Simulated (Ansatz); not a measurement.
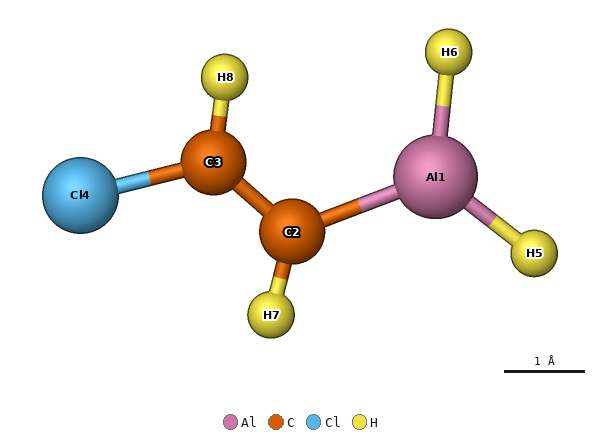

*The starting structure (ball-and-stick view, seen on its broad side; atoms are numbered from 1 in the order of the input). Sticks mark near contacts.*

Bond lengths as drawn: Al–C 1.94 Å, Al–H 1.58 to 1.59 Å, C–C 1.33 Å, C–Cl 1.73 Å and C–H 1.09 Å.

Run report: C2H4AlCl, molecular dynamics (part 1 of 2)

C2H4AlCl, SMILES [AlH2][CH]=CCl, computed with RKS revPBE/6-31G* (Ansatz 0.2.0).

The geometry comes from this level: PBE0-D4/def2-TZVP. Figures and captions count atoms from 1; the log counts them from 0 in places.

## Output
```
Functional definition: revPBE
  name "revPBE"
  cite "Zhang & Yang, Phys. Rev. Lett. 80, 890 (1998) doi:10.1103/PhysRevLett.80.890"
  cite "Perdew, Burke & Ernzerhof, Phys. Rev. Lett. 77, 3865 (1996) doi:10.1103/PhysRevLett.77.3865"
  parameter kappa = 1.245
  parameter beta = 0.06672455060314922
  exchange = pbe_x(kappa = kappa, mu = beta*pi^2/3)
  correlation = pbe_c(beta = beta)
937 factors; their error is unknown
mean field evaluation 1: about -21245.3014 eV, gradient 5.3e1 eV
mean field evaluation 2: about -21226.8106 eV, gradient 9.0e1 eV
mean field evaluation 4: about -21252.1171 eV, gradient 1.2e1 eV
mean field evaluation 8: about -21252.5064 eV, gradient 1.3e-1 eV
mean field evaluation 16: about -21252.4567 eV, gradient 1.3e-4 eV
mean field -21252.45668238 eV, -781.0133776450 hartree, gradient 1.7e-5 eV, S^2 0.000000; 0 other end points of the search recorded, 0 dependent functions left out
the calculation of the forces begins
reference -21252.45673595 eV, -781.0133796134 hartree; 23, 23 occupied and 53, 53 virtual orbitals, 937 factors
md step     0: t =     0.00 fs  T =  1000.0 K  F+E_penalty+E_count = -21252.45668238 eV  E_kin = 0.775560 eV  conserved = -21251.68112239 eV  (27 SCF iters)
these checks for a lower state are left out or cut short: starts, cluster_reference, orbital_swaps, neighbouring_geometries, increment
937 factors; their error is unknown
mean field -21252.42092066 eV, -781.0120634258 hartree, gradient 1.5e-5 eV, S^2 0.000000; 0 other end points of the search recorded, 0 dependent functions left out
the calculation of the forces begins
reference -21252.42097420 eV, -781.0120653935 hartree; 23, 23 occupied and 53, 53 virtual orbitals, 937 factors
md step     1: t =     0.50 fs  T =   953.9 K  F+E_penalty+E_count = -21252.42092066 eV  E_kin = 0.739810 eV  conserved = -21251.68111048 eV  (31 SCF iters)
[... from here on the SCF iterations and repeated set-up lines of each step are left out, up to the last step ...]
md step     2: t =     1.00 fs  T =   877.3 K  F+E_penalty+E_count = -21252.36119815 eV  E_kin = 0.680369 eV  conserved = -21251.68083146 eV  (31 SCF iters)
md step     3: t =     1.50 fs  T =   776.8 K  F+E_penalty+E_count = -21252.28268628 eV  E_kin = 0.602423 eV  conserved = -21251.68027086 eV  (31 SCF iters)
md step     4: t =     2.00 fs  T =   664.4 K  F+E_penalty+E_count = -21252.19479375 eV  E_kin = 0.515311 eV  conserved = -21251.67950187 eV  (30 SCF iters)
md step     5: t =     2.50 fs  T =   556.1 K  F+E_penalty+E_count = -21252.10993923 eV  E_kin = 0.431283 eV  conserved = -21251.67869284 eV  (30 SCF iters)
md step     6: t =     3.00 fs  T =   467.9 K  F+E_penalty+E_count = -21252.04092464 eV  E_kin = 0.362917 eV  conserved = -21251.67806746 eV  (30 SCF iters)
md step     7: t =     3.50 fs  T =   412.4 K  F+E_penalty+E_count = -21251.99755309 eV  E_kin = 0.319826 eV  conserved = -21251.67781541 eV  (31 SCF iters)
md step     8: t =     4.00 fs  T =   394.4 K  F+E_penalty+E_count = -21251.98378835 eV  E_kin = 0.305908 eV  conserved = -21251.67800471 eV  (31 SCF iters)
md step     9: t =     4.50 fs  T =   410.5 K  F+E_penalty+E_count = -21251.99673342 eV  E_kin = 0.318354 eV  conserved = -21251.67854953 eV  (31 SCF iters)
md step    10: t =     5.00 fs  T =   449.8 K  F+E_penalty+E_count = -21252.02788838 eV  E_kin = 0.348859 eV  conserved = -21251.67925756 eV  (31 SCF iters)
md step    11: t =     5.50 fs  T =   498.2 K  F+E_penalty+E_count = -21252.06601804 eV  E_kin = 0.386400 eV  conserved = -21251.67992032 eV  (31 SCF iters)
md step    12: t =     6.00 fs  T =   542.0 K  F+E_penalty+E_count = -21252.10032221 eV  E_kin = 0.420326 eV  conserved = -21251.68038987 eV  (31 SCF iters)
md step    13: t =     6.50 fs  T =   570.8 K  F+E_penalty+E_count = -21252.12277807 eV  E_kin = 0.442675 eV  conserved = -21251.68060500 eV  (30 SCF iters)
md step    14: t =     7.00 fs  T =   579.3 K  F+E_penalty+E_count = -21252.12920727 eV  E_kin = 0.449253 eV  conserved = -21251.68057700 eV  (31 SCF iters)
md step    15: t =     7.50 fs  T =   566.8 K  F+E_penalty+E_count = -21252.11921245 eV  E_kin = 0.439601 eV  conserved = -21251.68036467 eV  (30 SCF iters)
md step    16: t =     8.00 fs  T =   536.6 K  F+E_penalty+E_count = -21252.09535391 eV  E_kin = 0.416194 eV  conserved = -21251.68004749 eV  (31 SCF iters)
md step    17: t =     8.50 fs  T =   494.2 K  F+E_penalty+E_count = -21252.06196414 eV  E_kin = 0.383283 eV  conserved = -21251.67970421 eV  (28 SCF iters)
md step    18: t =     9.00 fs  T =   445.7 K  F+E_penalty+E_count = -21252.02393949 eV  E_kin = 0.345698 eV  conserved = -21251.67939685 eV  (31 SCF iters)
md step    19: t =     9.50 fs  T =   397.0 K  F+E_penalty+E_count = -21251.98576293 eV  E_kin = 0.307885 eV  conserved = -21251.67916104 eV  (31 SCF iters)
md step    20: t =    10.00 fs  T =   352.4 K  F+E_penalty+E_count = -21251.95092068 eV  E_kin = 0.273322 eV  conserved = -21251.67900374 eV  (31 SCF iters)
md step    21: t =    10.50 fs  T =   315.1 K  F+E_penalty+E_count = -21251.92176575 eV  E_kin = 0.244380 eV  conserved = -21251.67890817 eV  (32 SCF iters)
md step    22: t =    11.00 fs  T =   286.9 K  F+E_penalty+E_count = -21251.89974636 eV  E_kin = 0.222537 eV  conserved = -21251.67884657 eV  (32 SCF iters)
md step    23: t =    11.50 fs  T =   269.2 K  F+E_penalty+E_count = -21251.88580662 eV  E_kin = 0.208762 eV  conserved = -21251.67879485 eV  (32 SCF iters)
md step    24: t =    12.00 fs  T =   262.9 K  F+E_penalty+E_count = -21251.88074564 eV  E_kin = 0.203871 eV  conserved = -21251.67874082 eV  (31 SCF iters)
md step    25: t =    12.50 fs  T =   269.1 K  F+E_penalty+E_count = -21251.88539686 eV  E_kin = 0.208700 eV  conserved = -21251.67868658 eV  (31 SCF iters)
md step    26: t =    13.00 fs  T =   288.9 K  F+E_penalty+E_count = -21251.90058979 eV  E_kin = 0.224071 eV  conserved = -21251.67864573 eV  (31 SCF iters)
md step    27: t =    13.50 fs  T =   323.1 K  F+E_penalty+E_count = -21251.92694143 eV  E_kin = 0.250592 eV  conserved = -21251.67863607 eV  (31 SCF iters)
md step    28: t =    14.00 fs  T =   371.8 K  F+E_penalty+E_count = -21251.96457043 eV  E_kin = 0.288372 eV  conserved = -21251.67867522 eV  (31 SCF iters)
md step    29: t =    14.50 fs  T =   434.2 K  F+E_penalty+E_count = -21252.01281871 eV  E_kin = 0.336749 eV  conserved = -21251.67877649 eV  (31 SCF iters)
these checks for a lower state are left out or cut short: starts, cluster_reference, orbital_swaps, neighbouring_geometries, increment
937 factors; their error is unknown
mean field -21252.07004792 eV, -780.9991690907 hartree, gradient 2.5e-5 eV, S^2 0.000000; 0 other end points of the search recorded, 0 dependent functions left out
the calculation of the forces begins
reference -21252.07010155 eV, -780.9991710616 hartree; 23, 23 occupied and 53, 53 virtual orbitals, 937 factors
937 factors; their error is unknown
mean field evaluation 256: about -21252.1195 eV, gradient 5.9e-1 eV
mean field -21252.07004792 eV, -780.9991690907 hartree, gradient 2.7e-5 eV, S^2 0.000000; 1 other end points of the search recorded, 0 dependent functions left out
the calculation of the forces begins
reference -21252.07010155 eV, -780.9991710616 hartree; 23, 23 occupied and 53, 53 virtual orbitals, 937 factors
md step    30: t =    15.00 fs  T =   508.1 K  F+E_penalty+E_count = -21252.07004792 eV  E_kin = 0.394089 eV  conserved = -21251.67894603 eV  (28 SCF iters)
```

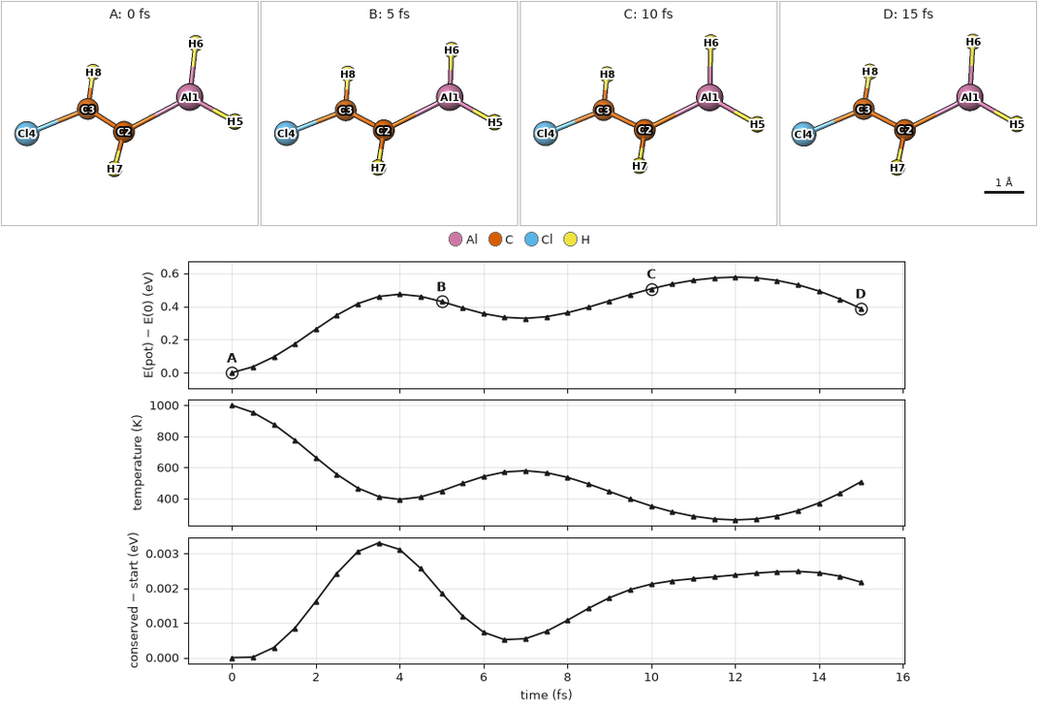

*Frames of the molecular dynamics (ball-and-stick, seen at a tilt) above the curves, on which the letters mark them.*

The trajectory kept here has 31 frames over 15 fs. The temperature starts at 1000 K, ranges from 263 to 1000 K and averages 383 K over the second half. The potential energy ends 0.387 eV above its first value. The conserved quantity stays within 0.0033 eV. After an unweighted best fit of the last frame on the first, the root-mean-square displacement is 0.11 Å.

```
Total energy: -21252.07010155 eV, -780.9991710616 hartree
Atom 0 at    -0.110641     1.581333    -0.247222 Å, force    -1.736230     0.666509     1.201114 eV/Å
Atom 1 at     0.281653    -0.274796    -0.445429 Å, force     0.990125    -2.206541     0.015984 eV/Å
Atom 2 at    -0.052047    -1.277836     0.460104 Å, force    -0.683671     2.863546    -0.408232 eV/Å
Atom 3 at     0.327687    -2.933294     0.396090 Å, force     0.347550    -0.962700    -0.175434 eV/Å
Atom 4 at     0.320206     2.722405    -1.344663 Å, force    -0.023955    -0.287594     0.408363 eV/Å
Atom 5 at    -1.296347     1.730300     1.107471 Å, force     1.146204     0.225060    -1.172908 eV/Å
Atom 6 at     0.948307    -0.581072    -1.298692 Å, force    -0.429609    -0.036561     0.479710 eV/Å
Atom 7 at    -0.706091    -1.020694     1.326642 Å, force     0.389587    -0.261720    -0.348596 eV/Å
Dipole moment:     0.134527     0.034075    -0.037510 e Å
```

## Trajectory as extended XYZ (Å, eV, eV/Å), 31 frames, from step=0 to step=30
```
8
Properties=species:S:1:pos:R:3:forces:R:3 step=0 time_fs=0.0 energy=-21252.45668 temperature=1000.0
Al   -0.1447    1.5257   -0.2235   -0.0220   0.1368  -0.0067
C     0.3696   -0.3238   -0.4692    0.2892   0.6801  -0.6539
C    -0.0423   -1.2066    0.4362   -0.3392  -0.2107   0.5915
Cl    0.3111   -2.8983    0.3937    0.1495  -0.8634   0.0262
H     0.3019    2.6440   -1.2528    0.0827   0.2041  -0.1898
H    -1.0285    1.8541    1.0524   -0.1561   0.0691   0.2220
H     0.9721   -0.6977   -1.2943    0.2164  -0.0835  -0.3117
H    -0.6471   -0.9545    1.3015   -0.2204   0.0675   0.3224
8
Properties=species:S:1:pos:R:3:forces:R:3 step=1 time_fs=0.5 energy=-21252.42092 temperature=953.9
Al   -0.1435    1.5279   -0.2239    0.1643  -0.0893  -0.2752
C     0.3632   -0.3247   -0.4637    0.5486   0.9346  -1.0824
C    -0.0387   -1.2109    0.4325   -0.6219  -0.3351   1.0267
Cl    0.3109   -2.8973    0.3942    0.2253  -1.0376  -0.0285
H     0.2969    2.6382   -1.2498    0.1313   0.2950  -0.2761
H    -1.0164    1.8327    1.0227   -0.4363   0.2030   0.6271
H     0.9726   -0.6839   -1.2957    0.1363  -0.0830  -0.1995
H    -0.6488   -0.9720    1.3026   -0.1475   0.1124   0.2080
8
Properties=species:S:1:pos:R:3:forces:R:3 step=2 time_fs=1.0 energy=-21252.36120 temperature=877.3
Al   -0.1423    1.5300   -0.2242    0.3779  -0.3059  -0.5774
C     0.3570   -0.3254   -0.4584    0.8079   1.1757  -1.5060
C    -0.0352   -1.2153    0.4290   -0.9020  -0.4477   1.4546
Cl    0.3108   -2.8964    0.3946    0.3014  -1.2136  -0.0829
H     0.2921    2.6331   -1.2475    0.1765   0.3792  -0.3556
H    -1.0053    1.8118    0.9945   -0.7414   0.3352   1.0589
H     0.9735   -0.6704   -1.2976    0.0451  -0.0807  -0.0728
H    -0.6509   -0.9892    1.3041   -0.0654   0.1578   0.0812
8
Properties=species:S:1:pos:R:3:forces:R:3 step=3 time_fs=1.5 energy=-21252.28269 temperature=776.8
Al   -0.1411    1.5321   -0.2246    0.6035  -0.5007  -0.8917
C     0.3509   -0.3258   -0.4534    1.0536   1.3962  -1.9016
C    -0.0318   -1.2197    0.4258   -1.1662  -0.5403   1.8519
Cl    0.3107   -2.8956    0.3950    0.3773  -1.3900  -0.1362
H     0.2878    2.6289   -1.2460    0.2164   0.4528  -0.4243
H    -0.9960    1.7917    0.9688   -1.0538   0.4580   1.4913
H     0.9745   -0.6571   -1.2997   -0.0479  -0.0815   0.0556
H    -0.6531   -1.0061    1.3059    0.0171   0.2056  -0.0449
8
Properties=species:S:1:pos:R:3:forces:R:3 step=4 time_fs=2.0 energy=-21252.19479 temperature=664.4
Al   -0.1398    1.5342   -0.2251    0.8176  -0.6615  -1.1865
C     0.3450   -0.3260   -0.4488    1.2733   1.5871  -2.2476
C    -0.0287   -1.2243    0.4229   -1.4022  -0.6033   2.1971
Cl    0.3106   -2.8948    0.3954    0.4522  -1.5654  -0.1882
H     0.2840    2.6258   -1.2456    0.2493   0.5119  -0.4782
H    -0.9892    1.7727    0.9467   -1.3478   0.5630   1.8882
H     0.9754   -0.6439   -1.3016   -0.1345  -0.0886   0.1742
H    -0.6552   -1.0225    1.3075    0.0921   0.2569  -0.1589
8
Properties=species:S:1:pos:R:3:forces:R:3 step=5 time_fs=2.5 energy=-21252.10994 temperature=556.1
Al   -0.1384    1.5362   -0.2257    0.9907  -0.7774  -1.4239
C     0.3394   -0.3258   -0.4447    1.4571   1.7387  -2.5259
C    -0.0259   -1.2290    0.4206   -1.6005  -0.6269   2.4723
Cl    0.3105   -2.8942    0.3958    0.5255  -1.7386  -0.2382
H     0.2807    2.6239   -1.2463    0.2740   0.5533  -0.5141
H    -0.9857    1.7551    0.9290   -1.5923   0.6430   2.2080
H     0.9760   -0.6310   -1.3031   -0.2074  -0.1038   0.2734
H    -0.6572   -1.0383    1.3088    0.1530   0.3117  -0.2516
8
Properties=species:S:1:pos:R:3:forces:R:3 step=6 time_fs=3.0 energy=-21252.04093 temperature=467.9
Al   -0.1370    1.5381   -0.2265    1.0930  -0.8413  -1.5671
C     0.3341   -0.3253   -0.4411    1.5973   1.8421  -2.7225
C    -0.0234   -1.2339    0.4187   -1.7541  -0.6019   2.6642
Cl    0.3105   -2.8936    0.3962    0.5967  -1.9084  -0.2861
H     0.2782    2.6234   -1.2482    0.2894   0.5749  -0.5297
H    -0.9860    1.7389    0.9167   -1.7561   0.6932   2.4111
H     0.9760   -0.6183   -1.3040   -0.2615  -0.1278   0.3462
H    -0.6588   -1.0533    1.3094    0.1952   0.3692  -0.3162
8
Properties=species:S:1:pos:R:3:forces:R:3 step=7 time_fs=3.5 energy=-21251.99755 temperature=412.4
Al   -0.1354    1.5400   -0.2273    1.1019  -0.8516  -1.5902
C     0.3291   -0.3244   -0.4380    1.6897   1.8904  -2.8289
C    -0.0213   -1.2388    0.4173   -1.8590  -0.5220   2.7648
Cl    0.3105   -2.8933    0.3965    0.6653  -2.0735  -0.3313
H     0.2763    2.6242   -1.2514    0.2952   0.5753  -0.5237
H    -0.9904    1.7245    0.9102   -1.8155   0.7133   2.4700
H     0.9755   -0.6059   -1.3040   -0.2931  -0.1602   0.3880
H    -0.6599   -1.0675    1.3093    0.2156   0.4282  -0.3487
8
Properties=species:S:1:pos:R:3:forces:R:3 step=8 time_fs=4.0 energy=-21251.98379 temperature=394.4
Al   -0.1338    1.5418   -0.2284    1.0081  -0.8123  -1.4862
C     0.3244   -0.3231   -0.4355    1.7325   1.8797  -2.8418
C    -0.0195   -1.2439    0.4165   -1.9142  -0.3837   2.7714
Cl    0.3106   -2.8930    0.3969    0.7305  -2.2323  -0.3735
H     0.2752    2.6264   -1.2559    0.2915   0.5546  -0.4963
H    -0.9992    1.7117    0.9095   -1.7609   0.7071   2.3774
H     0.9742   -0.5939   -1.3031   -0.3002  -0.2001   0.3961
H    -0.6605   -1.0806    1.3084    0.2127   0.4872  -0.3470
8
Properties=species:S:1:pos:R:3:forces:R:3 step=9 time_fs=4.5 energy=-21251.99673 temperature=410.5
Al   -0.1321    1.5435   -0.2295    0.8187  -0.7317  -1.2688
C     0.3201   -0.3215   -0.4335    1.7269   1.8093  -2.7633
C    -0.0181   -1.2490    0.4162   -1.9209  -0.1879   2.6865
Cl    0.3107   -2.8929    0.3972    0.7917  -2.3833  -0.4124
H     0.2747    2.6299   -1.2615    0.2790   0.5141  -0.4489
H    -1.0123    1.7007    0.9146   -1.5997   0.6815   2.1481
H     0.9722   -0.5824   -1.3012   -0.2822  -0.2463   0.3702
H    -0.6606   -1.0925    1.3066    0.1864   0.5443  -0.3114
```
